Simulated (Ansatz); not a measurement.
# Cl₂GeH₃OP···HCl: what the fields show

Input

```
crystal:
  periodic: [false, false, false]
  atoms:
    - { symbol: Ge, position_ang: [0.384123, -0.493567, -0.589355] }
    - { symbol: Cl, position_ang: [-1.16985, -0.538258, 2.465688] }
    - { symbol: Cl, position_ang: [1.70084, -0.029367, -2.251291] }
    - { symbol: O, position_ang: [-0.122393, 1.125504, -0.050357] }
    - { symbol: H, position_ang: [-0.781859, 1.025068, 0.66951] }
    - { symbol: Cl, position_ang: [-1.339677, -1.589947, -1.355034] }
    - { symbol: P, position_ang: [1.57427, -1.730827, 0.927548] }
    - { symbol: H, position_ang: [0.715921, -2.874186, 0.779835] }
    - { symbol: H, position_ang: [2.519766, -2.17497, -0.061655] }
    - { symbol: H, position_ang: [0.140559, -0.51195, 2.750211] }
basis:
  gaussian: { orbitals: def2-SVP }
hamiltonian:
  xc: pbe
  dispersion: d4
relax:
  f_tol: 0.03
  max_steps: 50
output:
  orbitals: {}
```

Command:

```sh
ansatz run input.yaml --threads 4 --pin off --max-ram 5120MiB --backend cpu --events-out ev --progress --plain --runs-dir out
```

The fields are those of the run's last geometry, not of the input's.

Method: Ansatz, RKS PBE-D4/def2-SVP.

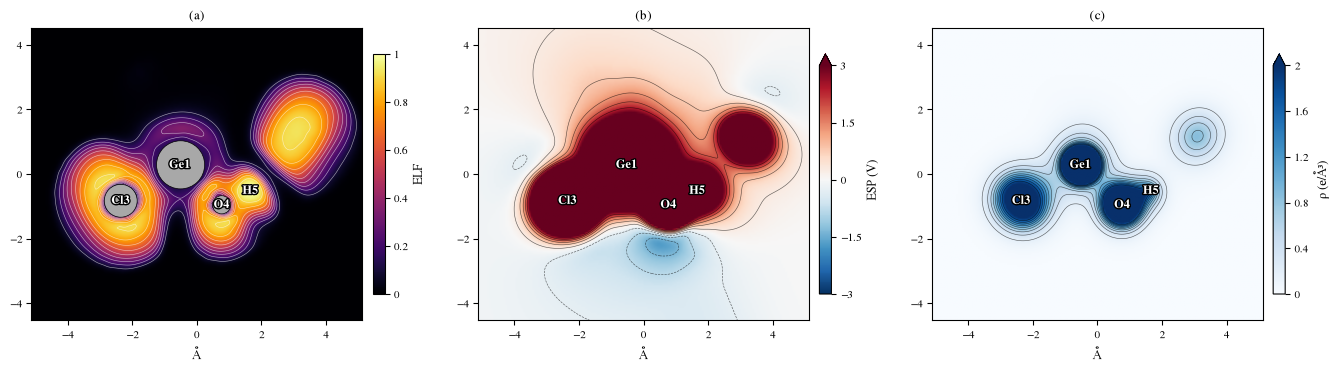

Figure 1. (a) ELF; (b) electrostatic potential; (c) electron density on the plane of atoms Cl3, Ge1 and O4. Grey discs cover the atomic cores in the ELF map.

### Interpret the plot.

- Atoms in the plane: Ge, Cl, O and H.
- Ge–O (1.77 Å): ρ is about 0.98 e/Å³ halfway; the ELF peaks at about 0.80 in the valence shell of O, 0.6 Å from its nucleus, and is about 0.35 at the midpoint.
- Ge–Cl (2.16 Å): ρ is about 0.72 e/Å³ halfway; the ELF peaks at about 0.80 in the valence shell of Cl, 0.8 Å from its nucleus, and is about 0.65 at the midpoint.
- O–H (0.99 Å): the density is about 3.5 e/Å³ at the midpoint; the ELF climbs to about 1 towards the hydrogen, as it does in any bond to H (an ordinary covalent bond to hydrogen).
- The ELF also peaks beside Cl3, O4 and Cl2, away from the bonds: lone-pair regions.
- Outside the dense part of the complex the potential is most negative (−1.7 V) near O4.

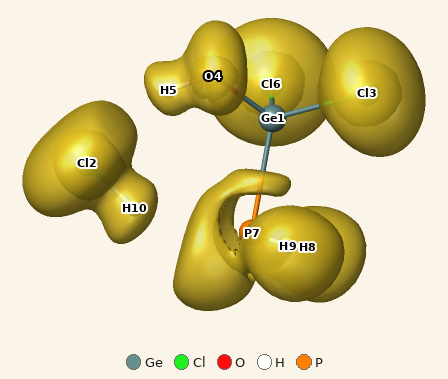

Figure 2. Isosurface of the ELF at 0.75 (yellow), seen across its widest extent. Core shells and regions of very low density are left out.

### Describe the localisation domains.

The ELF exceeds this value in two regions wrapped around Cl (the valence shell of each), one joined region spread over several atoms (Cl, H), in which their bonds and any lone pairs are merged, one joined region spread over several atoms (H, O), in which their bonds and any lone pairs are merged and one joined region spread over several atoms (H, P), in which their bonds and any lone pairs are merged.


P7···H10 (2.43 Å): the ELF dips to about 0.20 between them.

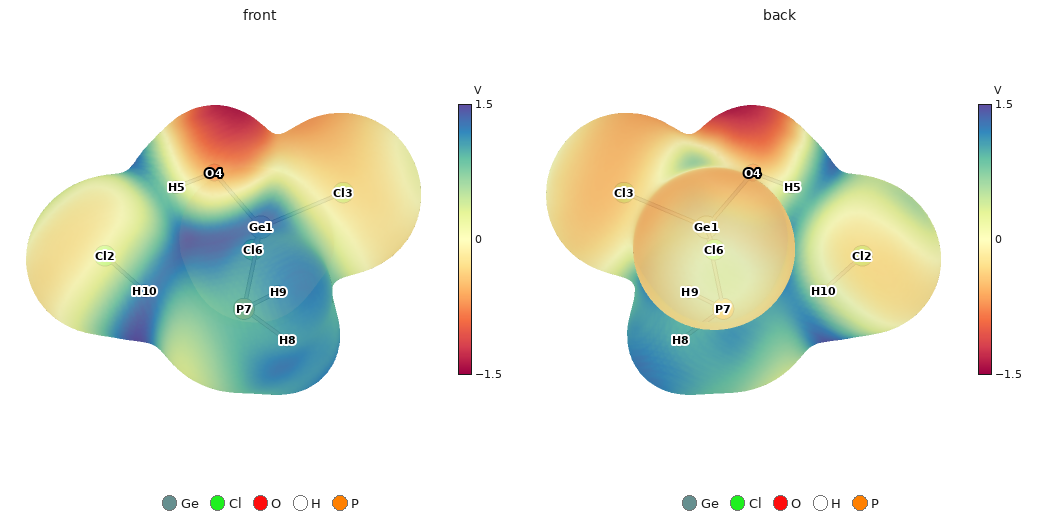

Figure 3. The electrostatic potential painted on the density surface at 0.002 e/bohr³, seen from the front and from behind; the colour scale runs from red (negative) to blue (positive).

### Describe the electrostatic potential map.

The most negative region (about −1.3 V, or −30 kcal/mol for a unit charge) lies over O4, the most positive (about +1.4 V, or +32 kcal/mol for a unit charge) over Ge1, P7 and H10. Cl2 shows a σ-hole: about +0.6 V, or +14 kcal/mol for a unit charge at the tip opposite its bond, against about 0.0 V on its flanks. O4 is the likeliest acceptor of a hydrogen bond.
